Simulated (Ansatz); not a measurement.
Ligand exchange: Sc(CH3)2F + H3NO → Sc(CH3)2(NH2) + HOF

Species: Sc(CH3)2F, singlet; H3NO (hydroxylamine) `NO`, singlet; Sc(CH3)2(NH2), singlet; HOF (hypofluorous acid) `OF`, singlet. The partners trade F for NH2: Sc–F and O–NH2 bonds give way to Sc–NH2 and O–F.

Shapes, held fixed at every level: PBE0-D4/def2-TZVP. Flexible molecules stand in one conformer, not always the lowest. Programs: Ansatz 0.2.0. Electronic energies: no zero-point or thermal term.

```tsv
level	kind	ΔE (kJ/mol)	less CCSD(T)/def2-TZVPP
HF/def2-SVP	Hartree–Fock	+348.4	+37.0
r2SCAN-D4/def2-TZVPP	meta-GGA	+309.1	-2.3
PBE0-D4/def2-TZVPP	global hybrid	+313.4	+2.0
r2SCAN0-D4/def2-TZVPP	global hybrid	+320.1	+8.7
wB97X-V/def2-TZVPP	range-separated hybrid	+318.1	+6.7
CCSD/def2-TZVPP	coupled cluster or CI	+317.7	+6.3
CCSD(T)/def2-TZVPP	coupled cluster or CI	+311.4	0.0
```

The highest level, CCSD(T)/def2-TZVPP, gives ΔE = +311.4 kJ/mol; the levels span +309.1 to +348.4. The column of differences is taken from that level and isn't an error. No measured value is set beside it here. Outer-core shells of Sc are correlated in most correlated rows, in sets that cover them unevenly.

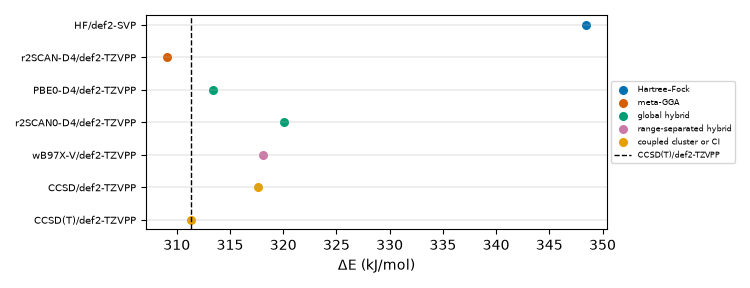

The values of the table, level by level.
